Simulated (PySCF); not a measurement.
# doublet C2H5FOSi+: levels of theory compared

Aim: a comparison of 6 runs (U-r2SCAN/def2-SVP, U-revPBE/def2-SVP, UBLYP/def2-SVP, UM06-L/def2-SVP, UPBE/def2-SVP, UTPSS/def2-SVP) of doublet C2H5FOSi+. The job is set up through a Python script.

Program for the calculation: PySCF 2.14.0.

3 further runs of the same task are left out: 3 set aside as unsound or not needed.

## 1. The system as given

C2H5FOSi+ has 10 atoms, charge +1, and is taken as a doublet. SMILES of the parent species: `FC1CO[SiH2]1`. The coordinates come from a PBE0-D4/def2-TZVP relaxation. That shape belongs to the parent species and isn't relaxed for this state.

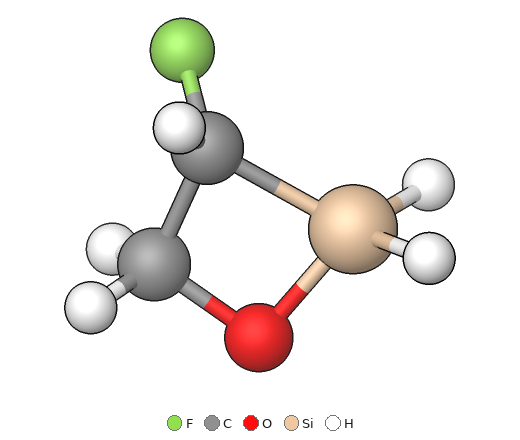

The structure, seen from a chosen angle (fluorine green, carbon grey, oxygen red, silicon light orange, hydrogen white).

## 2. A single-point energy at U-r2SCAN/def2-SVP (run 1)

Contents of mol.xyz:

```xyz
10
C2H5FOSi
F     -1.820400    -0.327800    -0.810900
C     -0.876100    -0.083100     0.166900
C      0.290700    -1.089800     0.153300
O      1.429900    -0.216400    -0.011900
Si     0.510300     1.162100    -0.206800
H     -1.390500    -0.023800     1.127800
H      0.197300    -1.773400    -0.695500
H      0.400800    -1.665100     1.076000
H      0.820800     2.228700     0.780400
H      0.520200     1.737300    -1.576300
```

Contents of run.py:

```python
from pyscf import gto, dft

system = gto.M(
    atom='mol.xyz',
    spin=1,
    basis='def2-svp',
    max_memory=1860,
    verbose=3,
    charge=1,
)

ks = dft.UKS(system, xc='r2scan')
ks.conv_tol = 1e-10
ks.grids.level = 5
ks.kernel()
if not ks.converged:
    ks = ks.newton().run(ks.mo_coeff, ks.mo_occ)

e_tot = ks.e_tot
print('Final energy', e_tot)
```

Command:

```sh
$ OMP_NUM_THREADS=1 python run.py
```

Output:

```text
converged SCF energy = -542.954113272316  <S^2> = 0.75521332  2S+1 = 2.0052065
Final energy -542.954113272316
```

Run time: 2.6 min. Hardware: 1 thread of Arm Neoverse V2, shared host; peak memory 0.58 GiB.

## 3. The energy at U-revPBE/def2-SVP (run 2)

Contents of input.py:

```python
from pyscf import gto, dft

system = gto.M(
    atom='''
F   -1.820400  -0.327800  -0.810900
C   -0.876100  -0.083100   0.166900
C    0.290700  -1.089800   0.153300
O    1.429900  -0.216400  -0.011900
Si   0.510300   1.162100  -0.206800
H   -1.390500  -0.023800   1.127800
H    0.197300  -1.773400  -0.695500
H    0.400800  -1.665100   1.076000
H    0.820800   2.228700   0.780400
H    0.520200   1.737300  -1.576300
''',
    max_memory=1860,
    charge=1,
    verbose=3,
    spin=1,
    basis='def2-svp',
)

calc0 = dft.UKS(system)
calc0.xc = 'revpbe'
calc0.conv_tol = 1e-10
calc0.grids.level = 5
calc0.kernel()
if not calc0.converged:
    calc0 = calc0.newton().run(calc0.mo_coeff, calc0.mo_occ)

energy = calc0.e_tot
print('Final energy', energy)
```

Command:

```sh
$ OMP_NUM_THREADS=1 python input.py
```

Output:

```text
converged SCF energy = -542.977518667213  <S^2> = 0.75219357  2S+1 = 2.0021924
Final energy -542.977518667213
```

It took 64 s on 1 thread of Arm Neoverse V2, shared host; peak memory 0.53 GiB.

Runs 3 to 5 aren't shown in full; the table further down has their settings and results.

## 4. The energy at UTPSS/def2-SVP (run 6)

Contents of input.py:

```python
from pyscf import gto, dft

mol = gto.M(
    atom='''
F     -1.820400    -0.327800    -0.810900
C     -0.876100    -0.083100     0.166900
C      0.290700    -1.089800     0.153300
O      1.429900    -0.216400    -0.011900
Si     0.510300     1.162100    -0.206800
H     -1.390500    -0.023800     1.127800
H      0.197300    -1.773400    -0.695500
H      0.400800    -1.665100     1.076000
H      0.820800     2.228700     0.780400
H      0.520200     1.737300    -1.576300
''',
    verbose=3,
    charge=1,
    basis='def2-svp',
    spin=1,
    max_memory=1860,
)

myscf = dft.UKS(mol, xc='tpss')
myscf.grids.level = 5
myscf.conv_tol = 1e-10
myscf.kernel()
if not myscf.converged:
    myscf = myscf.newton().run(myscf.mo_coeff, myscf.mo_occ)

energy = myscf.e_tot
print('E = %.10f Eh' % energy)
```

Command:

```sh
$ OMP_NUM_THREADS=1 python input.py
```

Output:

```text
SCF not converged.
SCF energy = -543.175857203576 after 50 cycles  <S^2> = 0.75340192  2S+1 = 2.003399
converged SCF energy = -543.175857205807  <S^2> = 0.75340201  2S+1 = 2.0033991
E = -543.1758572058 Eh
```

Wall time 3.7 min (1 thread of Arm Neoverse V2, shared host); peak memory 1.1 GiB.

## 5. Overview of the runs

```
run              level  energy (Eh)  HOMO energy (eV)  LUMO energy (eV)   ⟨S²⟩  wall time
  1  U-r2SCAN/def2-SVP  -542.954113            -13.39            -13.08  0.755    2.6 min
  2  U-revPBE/def2-SVP  -542.977519            -13.10            -12.90  0.752       64 s
  3     UBLYP/def2-SVP  -543.051678            -13.00            -12.81  0.752       95 s
  4    UM06-L/def2-SVP  -543.074948            -13.40            -13.13  0.754    2.7 min
  5      UPBE/def2-SVP  -542.689712            -13.13            -12.94  0.752       64 s
  6     UTPSS/def2-SVP  -543.175857            -13.24            -12.98  0.753    3.7 min
```

## 6. Results

| quantity | value |
| --- | --- |
| run 6: total energy | -543.17586 Eh |
| run 6: HOMO energy (highest over α and β) | -13.24 eV |
| run 6: LUMO energy (lowest over α and β) | -12.98 eV |
| run 6: ⟨S²⟩ | 0.753 |

Totals of different functionals can't be ranked against each other. All runs together took 13 min, the longest 3.7 min.
